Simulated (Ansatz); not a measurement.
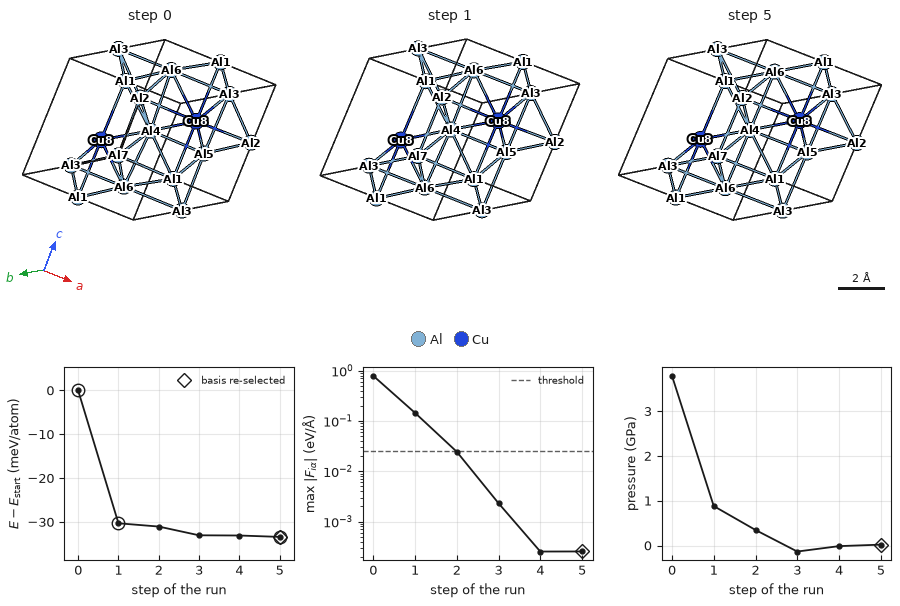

Frames of a relaxation of crystalline Al7Cu (a generated structure, set up in P1) (coarse preliminary run), marked on the history of the run. A ball-and-stick model of the cell of the calculation, reduced to other axes, seen from a free direction. Lengths and directions refer to the drawn axes.

These are results of DFT PBE, scalar-relativistic, plane waves, PAW in Ansatz 0.2.0, not measurements. Set-up: plane-wave cutoff 420 eV; k-point mesh 6 × 6 × 6; occupations gaussian; smearing width 0.2 eV; no spin polarisation; cell and atoms relaxed; force threshold 0.025 eV/Å; at most 60 steps.

What happens along the run?

Answer. The atom that moves furthest relative to the cell is Al6 (0.10 Å roughly along [3 0 −1]). Largest moves by element: Al 0.10 Å, Cu 0.04 Å. The drawn cell changes as follows: a 5.481 → 5.624 Å (+2.6 %), b 5.485 → 5.624 Å (+2.5 %), c 5.594 → 5.627 Å (+0.6 %), α 119.2° → 120.0°, β 91.5° → 90.0°, γ 118.1° → 120.0°; the volume changes by +3.0 %. Among the contacts that change: Al3–Al6 2.602 → 2.812 Å, Al2–Al5 2.637 → 2.812 Å, Al4–Al5 2.653 → 2.812 Å, Al4–Cu8 2.657 → 2.812 Å. The space group (tolerance 0.01 Å) goes from P1 (No. 1) to Fm-3m (No. 225). After 4 accepted moves (5 points after the start) the energy has fallen by 33.4 meV per atom. The largest force component goes from 0.79 to 0.00026 eV/Å. Pressure: 3.79 GPa at the start and 0.02 GPa at the end. At 1 point the geometry stayed and the basis and grid were re-selected for the new cell (energy shift of 0.3 meV per atom at most each time). From step 0 to 1: Al atoms move most (0.08 Å), volume +2.2 %, energy −30.3 meV per atom. From step 1 to 5: Cu8 moves most (0.04 Å), volume +0.9 %, energy −3.1 meV per atom.

```json
{"step": "0", "E − E(0), meV/atom": "0.00", "largest force component, eV/Å": "0.7922", "pressure, GPa": "3.79", "volume, Å³/atom": "15.272", "note": ""}
{"step": "1", "E − E(0), meV/atom": "-30.28", "largest force component, eV/Å": "0.1454", "pressure, GPa": "0.88", "volume, Å³/atom": "15.603", "note": ""}
{"step": "2", "E − E(0), meV/atom": "-31.03", "largest force component, eV/Å": "0.0245", "pressure, GPa": "0.35", "volume, Å³/atom": "15.692", "note": ""}
{"step": "3", "E − E(0), meV/atom": "-33.02", "largest force component, eV/Å": "0.0023", "pressure, GPa": "-0.13", "volume, Å³/atom": "15.758", "note": ""}
{"step": "4", "E − E(0), meV/atom": "-33.07", "largest force component, eV/Å": "0.0003", "pressure, GPa": "-0.01", "volume, Å³/atom": "15.737", "note": ""}
{"step": "5", "E − E(0), meV/atom": "-33.38", "largest force component, eV/Å": "0.0003", "pressure, GPa": "0.02", "volume, Å³/atom": "15.737", "note": "same geometry, new basis"}
```
